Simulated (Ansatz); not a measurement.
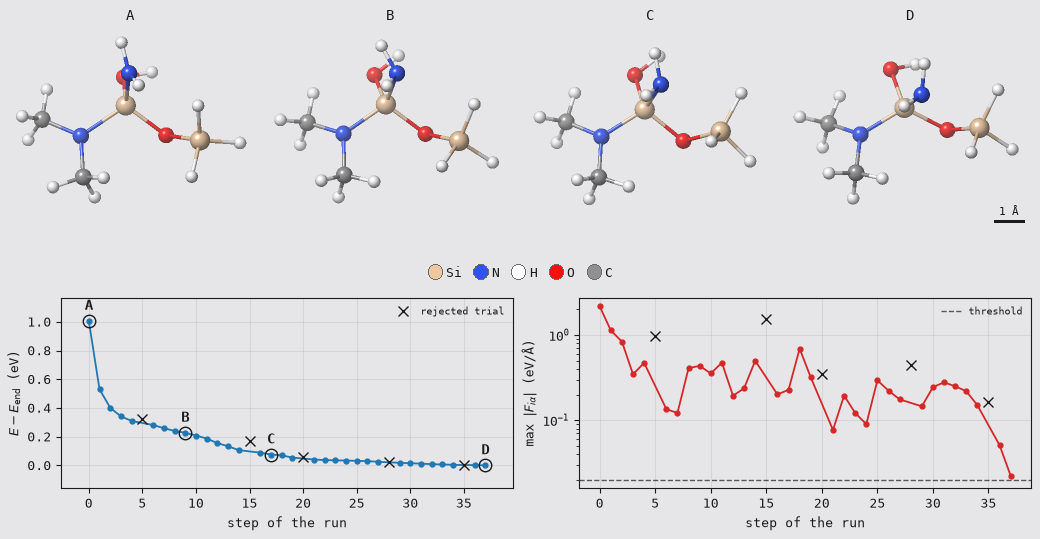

Frames of a relaxation of C2H12N2O2Si2, marked on the history of the run. The picture is a ball-and-stick view, seen at a tilt.

The run prepares the start of a later molecular dynamics calculation, from a guessed geometry.

The calculation used RKS LDA/STO-3G in Ansatz. Set-up: no spin polarisation; force threshold 0.02 eV/Å; at most 40 steps.

### Describe the path.

The relaxation stopped without meeting its thresholds, so the last structure isn't shown to be converged. The largest move after the best rigid fit is that of an H atom, 1.17 Å. By element the largest moves are H 1.17 Å, N 0.88 Å, O 0.70 Å, C 0.49 Å, Si 0.43 Å. Among the contacts that change: N–Si 3.277 → 2.331 Å, N–Si 1.819 → 1.720 Å, O–Si 1.680 → 1.745 Å, N–Si 1.820 → 1.787 Å. Bond angles that change, for instance: Si–O–Si 125.0° → 107.6°, N–Si–O 109.5° → 94.0°, H–N–H 120.0° → 105.9°. Groups turn about O–Si by about 40°, N–Si by about 40°, C–N by about 35°. The energy falls by 1.006 eV in 32 accepted moves (37 points after the start). The largest force component goes from 2.2 to 0.022 eV/Å. The line search rejected the trial steps at points 5, 15, 20, 28, 35 of the run. From step 0 to 9: an H atom moves most (0.82 Å), energy −0.780 eV. From step 9 to 17: an H atom moves most (0.95 Å), energy −0.151 eV. From step 17 to 37: an H atom moves most (0.61 Å), energy −0.075 eV.

Limits of the set-up: STO-3G is a minimal basis, so the numbers are rough.
